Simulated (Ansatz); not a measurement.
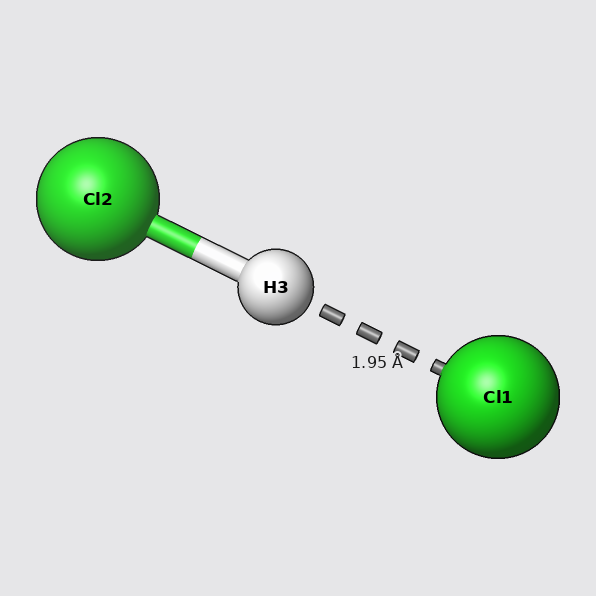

Two molecules or ions; the broken line marks their closest contact (measured against van der Waals radii). State: charge −1, singlet. Geometry: a pair of rigid molecules at a changed separation. Program: Ansatz 0.2.0.

Question: Which two species are they?

Answer: Cl and HCl (`Cl.[Cl-]`).

Give the counterpoise-corrected interaction energy (kJ/mol, monomers kept as in the pair) with RHF-CCSD(T) (frozen core)/def2-TZVPPD; ωB97M-V/def2-TZVPPD.

| level | interaction energy (kJ/mol) |
| --- | --- |
| RHF-CCSD(T) (frozen core)/def2-TZVPPD | −138.2 |
| ωB97M-V/def2-TZVPPD | −147.9 |
